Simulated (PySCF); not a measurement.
**C3H9BSi: electronic excitations and core binding energies**

Aim: predict the electronic excitations and core binding energies of C3H9BSi (`B[C@@H]1[SiH2][C@H]1C`).

Programs: PySCF 2.14.0, with density-fitted response routines of our own. Each step states its level of theory. These are calculated values for one molecule in the gas phase, unless marked as measured. Atoms count from 0, in the outputs and in this text.

## Step 1: Starting geometry

14 atoms, charge 0, multiplicity 1; geometry from: GFN2-xTB.

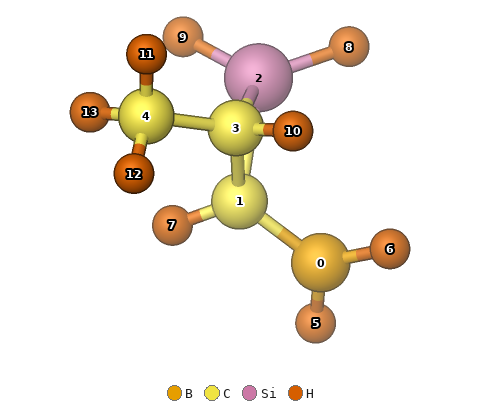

As it starts; boron amber, carbon yellow, silicon pink, hydrogen orange, atoms numbered.

## Step 2: Excited states and response: CAM-B3LYP/def2-SVPD

The job: settings as JSON, then the geometry in Å.

```
{"job": {"kind": "uv", "xc": "CAM-B3LYP", "basis": "def2-SVPD", "nstates": 8, "ntriplets": 3}, "charge": 0, "multiplicity": 1}
B     -1.919764    -0.874701     0.544410
C     -0.577784    -0.174056     0.612451
Si    -0.492765     1.423062    -0.469681
C      0.457279    -0.193639    -0.524987
C      1.910191    -0.301552    -0.124249
H     -2.603053    -0.933129     1.496106
H     -2.297661    -1.337248    -0.465854
H     -0.129263    -0.003843     1.587310
H     -1.529067     1.702169    -1.446544
H      0.136836     2.574394     0.158269
H      0.202811    -0.882854    -1.324652
H      2.562347    -0.099458    -0.972587
H      2.130083    -1.305427     0.240353
H      2.149131     0.405810     0.667488
```

Level: TDDFT CAM-B3LYP/def2-SVPD, vertical, gas phase, core orbitals frozen in the response.

The run is started by

```sh
OMP_NUM_THREADS=1 python probes_run.py task.json out
```

The driver reads the jobs from task.json and runs them one after another.

Log:

```text
coarse grid: 11552 points
cycle   1  E = -433.6336973948  dE =  4.494e-01  |g| = 3.458e-01  |ddm| = 5.368e+00
cycle   2  E = -433.6399457055  dE = -6.248e-03  |g| = 3.380e-01  |ddm| = 1.106e+00
cycle   3  E = -433.6729751231  dE = -3.303e-02  |g| = 4.628e-02  |ddm| = 5.209e-01
cycle   4  E = -433.6735053889  dE = -5.303e-04  |g| = 2.127e-02  |ddm| = 1.292e-01
cycle   5  E = -433.6736350671  dE = -1.297e-04  |g| = 2.943e-03  |ddm| = 4.170e-02
cycle   6  E = -433.6736379127  dE = -2.846e-06  |g| = 8.797e-04  |ddm| = 8.371e-03
final grid: 105112 points
cycle   7  E = -433.7418022223  dE = -2.755e-05  |g| = 3.197e-03  |ddm| = 6.128e-02
cycle   8  E = -433.7418021735  dE =  4.881e-08  |g| = 3.344e-03  |ddm| = 1.144e-02
cycle   9  E = -433.7418051184  dE = -2.945e-06  |g| = 2.898e-04  |ddm| = 4.520e-03
cycle  10  E = -433.7418051393  dE = -2.087e-08  |g| = 1.530e-04  |ddm| = 8.048e-04
cycle  11  E = -433.7418051459  dE = -6.604e-09  |g| = 2.089e-05  |ddm| = 3.038e-04
cycle  12  E = -433.7418051461  dE = -1.869e-10  |g| = 7.533e-06  |ddm| = 7.705e-05
converged SCF energy = -433.7418051461

Static polarisability (au): isotropic 79.537, principal 66.311 82.476 89.825

Singlet excitations
state   eV       nm        f      main configurations
  1   5.1979    238.5   0.12016   H->L 0.92
  2   6.1468    201.7   0.07884   H-1->L 0.72, H-2->L 0.14
  3   6.2712    197.7   0.13898   H->L+1 0.82
  4   6.5862    188.2   0.00123   H->L+2 0.58, H->L+3 0.17, H->L+5 0.14
  5   6.8405    181.3   0.06047   H-2->L 0.61, H-1->L 0.13
  6   6.9637    178.0   0.05603   H->L+3 0.51, H->L+2 0.18, H->L+1 0.10
  7   7.1297    173.9   0.03299   H->L+5 0.29, H->L+3 0.15, H-3->L 0.14
  8   7.2256    171.6   0.07368   H-3->L 0.33, H->L+5 0.28, H->L+6 0.10

Triplet excitations (Tamm-Dancoff, eV): 4.2249 5.1399 5.5297
```

Run time: 41 s. Hardware: 1 thread of Arm Neoverse N1, shared host; peak memory 0.76 GiB.

The orbitals next to the gap, with their largest atomic shares:

| orbital | eV | atoms |
| --- | --- | --- |
| HOMO−3 | -11.04 | B0 28 %, H5 18 %, C3 14 % |
| HOMO−2 | -10.68 | B0 30 %, C1 24 %, H6 19 % |
| HOMO−1 | -9.64 | C1 28 %, C3 19 %, B0 13 % |
| HOMO | -8.15 | Si2 27 %, C3 25 %, C1 20 % |
| LUMO | 0.04 | B0 36 %, Si2 23 %, C1 12 % |
| LUMO+1 | 1.07 | Si2 29 %, B0 15 %, C1 11 % |
| LUMO+2 | 1.35 | B0 25 %, Si2 18 %, C4 15 % |

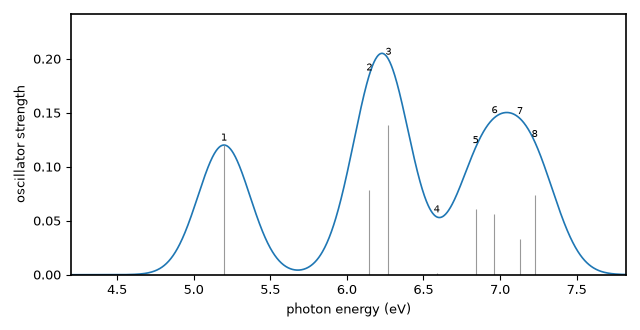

Absorption spectrum from the 8 singlet states computed; above the last one it falls off for lack of states. Lines are broadened to a width of 0.40 eV (Gaussian).

Ground-state properties from the same run:

| property | computed |
| --- | --- |
| dipole moment (D) | 1.79 |
| polarisability (Å³) | 11.79 |
| HOMO–LUMO gap (eV) | 8.18 |
| −ε(HOMO) (eV) | 8.15 |

## Step 3: X-ray photoelectron lines: SCAN, X2C

Settings changed since step 2:

```diff
@@ -1,2 +1,2 @@
-{"job": {"kind": "uv", "xc": "CAM-B3LYP", "basis": "def2-SVPD", "nstates": 8, "ntriplets": 3}, "charge": 0, "multiplicity": 1}
+{"job": {"kind": "xps"}, "charge": 0, "multiplicity": 1}
 B     -1.919764    -0.874701     0.544410
```

Level: delta-SCF UKS SCAN, pcX-2 on the ionised atom, pcseg-1 elsewhere, spin-free X2C.

Log:

```text
ground state, core basis on atom 0 (B), 150 functions
  cycle   1  E = -434.41602129  |g| = 5.46e-01
  cycle   2  E = -434.20086988  |g| = 9.62e-01
  cycle   3  E = -434.50557448  |g| = 1.19e-01
  cycle   4  E = -434.50978400  |g| = 4.25e-02
  cycle   5  E = -434.51021622  |g| = 1.24e-02
  cycle   6  E = -434.51026495  |g| = 4.12e-03
  cycle   7  E = -434.51026795  |g| = 1.10e-03
  cycle   8  E = -434.51026859  |g| = 4.96e-04
  E(ground) = -434.54964682 Eh
hole in B 1s of atom 0
  cycle   1  E = -426.92904738  |g| = 1.16e+00
  cycle   2  E = -425.45684782  |g| = 1.81e+00
  cycle   3  E = -427.15407713  |g| = 5.41e-01
  cycle   4  E = -427.29919864  |g| = 3.09e-01
  cycle   5  E = -427.35459056  |g| = 8.50e-02
  cycle   6  E = -427.35843507  |g| = 4.60e-02
  cycle   7  E = -427.36002671  |g| = 1.77e-02
  cycle   8  E = -427.36059810  |g| = 1.98e-02
  cycle   9  E = -427.36113394  |g| = 1.16e-02
  cycle  10  E = -427.36142491  |g| = 6.50e-03
  cycle  11  E = -427.36147101  |g| = 1.85e-03
  cycle  12  E = -427.36147690  |g| = 1.18e-03
  cycle  13  E = -427.36147745  |g| = 3.84e-04
  E(ion) = -427.40048389 Eh   <S^2> = 1.0481   hole on atom = 1.000   binding energy = 194.539 eV
ground state, core basis on atom 1 (C), 150 functions
  cycle   1  E = -434.51929711  |g| = 5.78e-02
  cycle   2  E = -434.51924003  |g| = 2.16e-02
  cycle   3  E = -434.51919987  |g| = 2.42e-02
  cycle   4  E = -434.51937097  |g| = 1.83e-03
  cycle   5  E = -434.51937130  |g| = 6.58e-04
  cycle   6  E = -434.51937197  |g| = 1.23e-04
  E(ground) = -434.55819130 Eh
hole in C 1s of atom 1
  cycle   1  E = -423.28321651  |g| = 1.52e+00
  cycle   2  E = -422.34589480  |g| = 1.98e+00
  cycle   3  E = -423.81399262  |g| = 3.68e-01
  cycle   4  E = -423.86796395  |g| = 1.17e-01
  cycle   5  E = -423.87351540  |g| = 4.80e-02
  cycle   6  E = -423.87461045  |g| = 1.22e-02
  cycle   7  E = -423.87467794  |g| = 6.63e-03
  cycle   8  E = -423.87470237  |g| = 1.68e-03
  cycle   9  E = -423.87470478  |g| = 8.07e-04
  cycle  10  E = -423.87470520  |g| = 2.28e-04
  E(ion) = -423.91161652 Eh   <S^2> = 0.7720   hole on atom = 1.000   binding energy = 289.708 eV
ground state, core basis on atom 2 (Si), 161 functions
  cycle   1  E = -434.61375975  |g| = 2.87e-01
  cycle   2  E = -434.61374073  |g| = 4.06e-02
  cycle   3  E = -434.61345875  |g| = 4.50e-02
  cycle   4  E = -434.61392265  |g| = 1.37e-02
  cycle   5  E = -434.61396971  |g| = 2.24e-03
  cycle   6  E = -434.61397085  |g| = 2.28e-04
  E(ground) = -434.61082985 Eh
hole in Si 1s of atom 2
  cycle   1  E = -365.67622809  |g| = 4.35e+00
  cycle   2  E = -365.61857069  |g| = 2.21e+00
  cycle   3  E = -366.08787765  |g| = 9.55e-01
  cycle   4  E = -366.61063383  |g| = 4.56e-01
  cycle   5  E = -366.73448151  |g| = 1.66e-01
  cycle   6  E = -366.74823098  |g| = 6.07e-02
  cycle   7  E = -366.75005977  |g| = 1.36e-02
  cycle   8  E = -366.75015165  |g| = 6.11e-03
  cycle   9  E = -366.75017079  |g| = 2.19e-03
  cycle  10  E = -366.75017488  |g| = 9.48e-04
  cycle  11  E = -366.75017779  |g| = 6.16e-04
  cycle  12  E = -366.75017699  |g| = 2.24e-04
  E(ion) = -366.75493093 Eh   <S^2> = 0.7542   hole on atom = 1.000   binding energy = 1846.453 eV
hole in Si 2p of atom 2
  cycle   1  E = -430.33332217  |g| = 1.24e+00
  cycle   2  E = -430.05537047  |g| = 1.21e+00
  cycle   3  E = -430.55587752  |g| = 4.03e-01
  cycle   4  E = -430.65122553  |g| = 1.78e-01
  cycle   5  E = -430.66819202  |g| = 6.73e-02
  cycle   6  E = -430.67065838  |g| = 1.27e-02
  cycle   7  E = -430.67073046  |g| = 5.89e-03
  cycle   8  E = -430.67074887  |g| = 2.19e-03
  cycle   9  E = -430.67075198  |g| = 9.55e-04
  cycle  10  E = -430.67075320  |g| = 5.93e-04
  cycle  11  E = -430.67075536  |g| = 3.17e-04
  E(ion) = -430.67893772 Eh   <S^2> = 0.7543   hole on atom = 1.002   binding energy = 106.992 eV
  2p3/2 = 106.758 eV   2p1/2 = 107.382 eV
ground state, core basis on atom 3 (C), 150 functions
  cycle   1  E = -434.51983271  |g| = 6.11e-02
  cycle   2  E = -434.51970599  |g| = 3.06e-02
  cycle   3  E = -434.51976384  |g| = 2.78e-02
  cycle   4  E = -434.52001385  |g| = 6.24e-03
  cycle   5  E = -434.52002540  |g| = 1.11e-03
  cycle   6  E = -434.52002328  |g| = 1.58e-04
  E(ground) = -434.55838988 Eh
hole in C 1s of atom 3
  cycle   1  E = -423.26345990  |g| = 1.52e+00
  cycle   2  E = -422.21476080  |g| = 2.06e+00
  cycle   3  E = -423.79569163  |g| = 3.64e-01
  cycle   4  E = -423.84851639  |g| = 1.20e-01
  cycle   5  E = -423.85468132  |g| = 4.74e-02
  cycle   6  E = -423.85573599  |g| = 1.36e-02
  cycle   7  E = -423.85583193  |g| = 6.39e-03
  cycle   8  E = -423.85586254  |g| = 2.15e-03
  cycle   9  E = -423.85586781  |g| = 1.09e-03
  cycle  10  E = -423.85587072  |g| = 2.41e-04
  E(ion) = -423.89314960 Eh   <S^2> = 0.7744   hole on atom = 1.000   binding energy = 290.216 eV
ground state, core basis on atom 4 (C), 150 functions
  cycle   1  E = -434.51721053  |g| = 5.69e-02
  cycle   2  E = -434.51718077  |g| = 1.85e-02
  cycle   3  E = -434.51717448  |g| = 1.90e-02
  cycle   4  E = -434.51726314  |g| = 1.18e-03
  cycle   5  E = -434.51726420  |g| = 2.86e-04
  E(ground) = -434.55564098 Eh
hole in C 1s of atom 4
  cycle   1  E = -423.27579626  |g| = 1.50e+00
  cycle   2  E = -422.66085591  |g| = 1.77e+00
  cycle   3  E = -423.79084977  |g| = 3.28e-01
  cycle   4  E = -423.82813674  |g| = 1.34e-01
  cycle   5  E = -423.83656670  |g| = 4.78e-02
  cycle   6  E = -423.83757251  |g| = 9.81e-03
  cycle   7  E = -423.83761965  |g| = 5.53e-03
  cycle   8  E = -423.83763631  |g| = 2.58e-03
  cycle   9  E = -423.83764118  |g| = 1.01e-03
  cycle  10  E = -423.83764157  |g| = 3.71e-04
  E(ion) = -423.87523914 Eh   <S^2> = 0.7677   hole on atom = 1.000   binding energy = 290.629 eV
```

Wall time 2 min (1 thread of Arm Neoverse N1, shared host); peak memory 0.63 GiB.

The holes in one table. −ε is the ground-state orbital energy:

| hole | stands for | environment | ΔSCF (eV; 2p as the shell's mean) | −ε (eV) | ⟨S²⟩ |
| --- | --- | --- | --- | --- | --- |
| B1s on B0 | B0 | boron bonded to C, 2 H | 194.54 (doubtful) | 179.4 | 1.048 |
| C1s on C1 | C1 | three-membered-ring carbon | 289.71 | 273.4 | 0.772 |
| Si1s on Si2 | Si2 | silicon bonded to 2 C, 2 H, in a 3-membered ring | 1846.45 | 1793.7 | 0.754 |
| Si2p on Si2 | Si2 | silicon bonded to 2 C, 2 H, in a 3-membered ring | 106.97 | 96.5 | 0.754 |
| C1s on C3 | C3 | three-membered-ring carbon | 290.22 | 274.0 | 0.774 |
| C1s on C4 | C4 | methyl carbon | 290.63 | 273.5 | 0.768 |

Doubtful: the ion did not converge, its hole moved, or its ⟨S²⟩ is well above 0.75.

With the spin-orbit splitting: Si2 2p3/2 106.76, 2p1/2 107.38 eV. The table gives each 2p level as the mean over the whole 2p shell (two parts 2p3/2, one part 2p1/2), which differs a little from the single hole in the log.

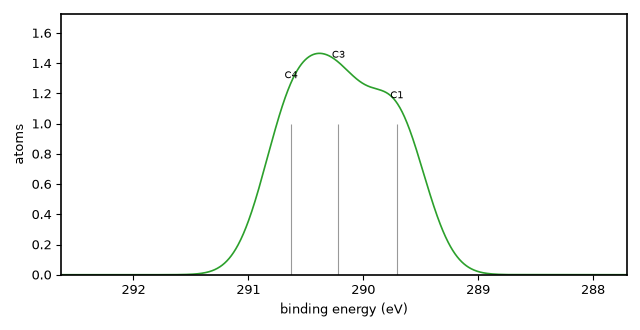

The C1s photoelectron lines, weighted by the number of atoms. Lines are broadened to a width of 0.60 eV (Gaussian).

## Step 4: What came out

| quantity | value |
| --- | --- |
| lowest singlet (CAM-B3LYP/def2-SVPD) | 5.20 eV (239 nm), f = 0.120 |
| brightest single state of those computed | state 3, 6.27 eV, f = 0.139 |
| lowest triplet | 4.22 eV |
| C1s binding energies, SCAN/pcX-2 | C4 290.63, C3 290.22, C1 289.71 eV |
| Si1s binding energies, SCAN/pcX-2 | Si2 1846.45 eV |
| Si2p binding energies, SCAN/pcX-2 | Si2 106.97 eV |

The lowest singlet, at 5.20 eV, is HOMO→LUMO 0.92 and is bright; of the 8 states computed, the strongest absorption comes from state 3 at 6.27 eV (the last state computed is bright too, and its partners may lie past the list). The lowest triplet lies 0.97 eV below the lowest singlet (triplets in Tamm-Dancoff, singlets in full TDDFT). The C1s levels kept as sound span 0.92 eV, from C1 (three-membered-ring carbon) up to C4 (methyl carbon).
